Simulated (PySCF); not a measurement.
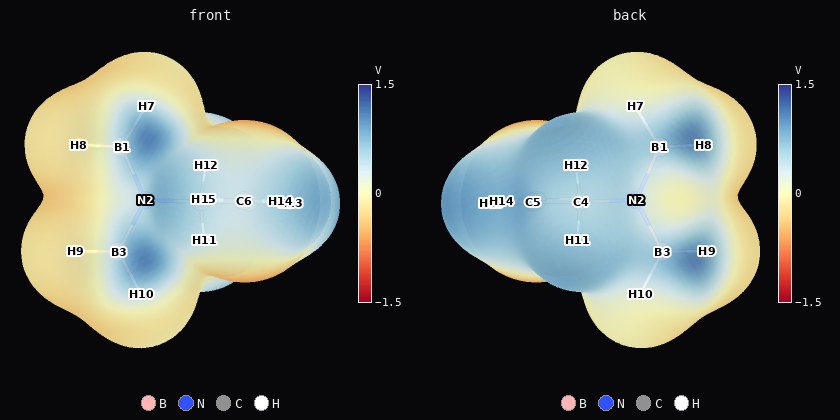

Figure 1: C3H9B2N (SMILES BN(B)CC=C). The molecular electrostatic potential painted on the density surface at 0.002 e/bohr³, seen from the front and from behind; the colour scale runs from red (negative) to blue (positive).

Geometry: GFN2-xTB.

Level of theory: wB97X-D/def2-SVPD, SCF density, gas phase (PySCF).

```xyz
15

B    -1.7439    0.5423   -0.3560
N    -0.8296   -0.3153    0.2935
B    -0.8619   -0.5788    1.6800
C     0.2409   -0.9110   -0.4997
C     1.4735   -0.0555   -0.5905
C     1.6319    1.1295   -0.0339
H    -1.6553    0.7140   -1.5124
H    -2.5826    1.0631    0.2673
H    -1.6968   -0.0926    2.3358
H    -0.0581   -1.2901    2.1526
H     0.5267   -1.8758   -0.0658
H    -0.1174   -1.1000   -1.5181
H     2.2683   -0.4993   -1.1764
H     2.5458    1.6878   -0.1427
H     0.8542    1.5896    0.5524
```

Q: Where is the surface potential most negative and most positive?

A: The most negative region (about −0.6 V, or −14 kcal/mol for a unit charge) lies over the π face of C5 and C6, the most positive (about +1.1 V, or +25 kcal/mol for a unit charge) over B1 and B3.

Q: How polar is the molecule by this calculation?

A: Its dipole moment is 1.53 D.
